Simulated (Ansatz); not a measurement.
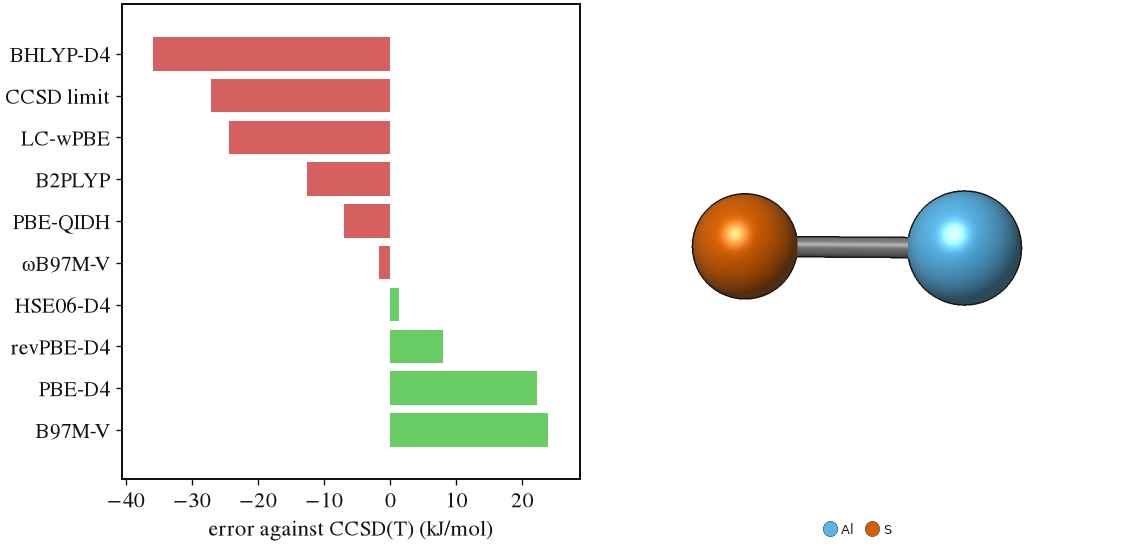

Error in the electronic atomisation energy (method less reference, so positive means overbinding) of AlS, doublet: functionals in def2-TZVPP against frozen-core CCSD(T) at the limit (scheme: direct), which gives 411.9 kJ/mol, at a PBE0-D4/def2-TZVP geometry (a minimum by its frequencies), no zero-point or spin-orbit term, the Ansatz code 0.2.0. The reference leaves out core correlation, a term that grows with the number of heavy atoms. B2PLYP and PBE-QIDH hold a correlation term that converges slowly with the basis, so part of the distance to the limit is basis error. No dispersion term is added to LC-wPBE, B2PLYP and PBE-QIDH. Limit means the basis limit.

What range do the values span?

From −35.8 kJ/mol (BHLYP-D4) to 23.9 kJ/mol (B97M-V).

Give the values.

```csv
level,kJ/mol
BHLYP-D4,−35.8
CCSD limit,−27.1
LC-wPBE,−24.3
B2PLYP,−12.5
PBE-QIDH,−7.0
ωB97M-V,−1.7
HSE06-D4,1.4
revPBE-D4,8.0
PBE-D4,22.3
B97M-V,23.9
```
